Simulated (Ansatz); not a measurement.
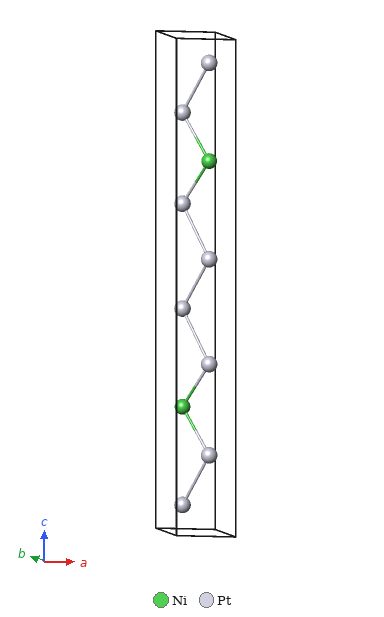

Structure drawing (ball-and-stick), viewed slightly off an axis. The wireframe shows the simulation cell.

```yaml
crystal:
  lattice:
    - [2.74696, 0.00000, 0.00000]
    - [-1.37348, 2.37894, 0.00000]
    - [0.00000, 0.00000, 22.87728]
  atoms:
    - { symbol: Ni, position: [0.33333, 0.66667, 0.25000] }
    - { symbol: Ni, position: [0.66667, 0.33333, 0.75000] }
    - { symbol: Pt, position: [0.33333, 0.66667, 0.05261] }
    - { symbol: Pt, position: [0.33333, 0.66667, 0.44739] }
    - { symbol: Pt, position: [0.66667, 0.33333, 0.94739] }
    - { symbol: Pt, position: [0.66667, 0.33333, 0.55261] }
    - { symbol: Pt, position: [0.33333, 0.66667, 0.84165] }
    - { symbol: Pt, position: [0.33333, 0.66667, 0.65835] }
    - { symbol: Pt, position: [0.66667, 0.33333, 0.15835] }
    - { symbol: Pt, position: [0.66667, 0.33333, 0.34165] }
```

Method used: DFT PBE, scalar-relativistic, plane waves, PAW in Ansatz 0.2.0. It ran with a cutoff energy of 420 eV, k-points on an 18×18×2 grid, Gaussian smearing of 0.1 eV, collinear spins. The state is ferromagnetic.

Q: List the Bader charges.

A: Ni +0.35 e; Pt -0.16 to -0.02 e.

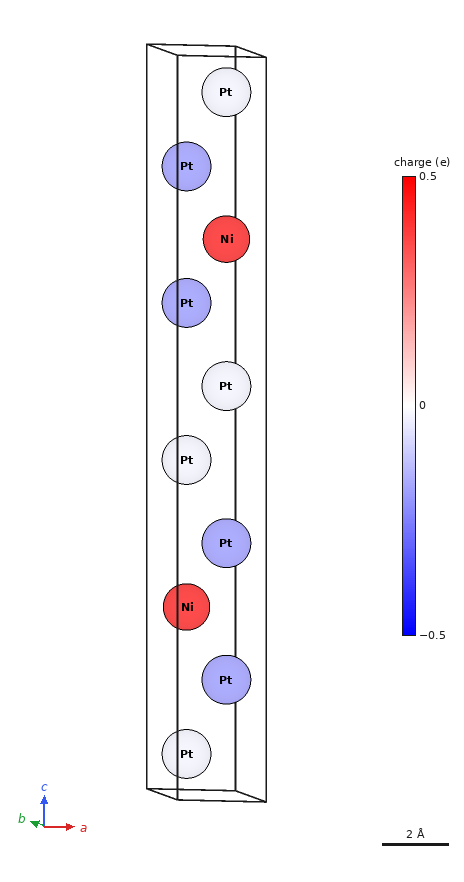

The atoms coloured by those charges.

The structure comes from a structure type filled with these elements by a generator (whether the compound takes this form wasn't checked). Earlier steps of the study may have refined or changed the cell and positions. It went into a calculation with Ansatz.
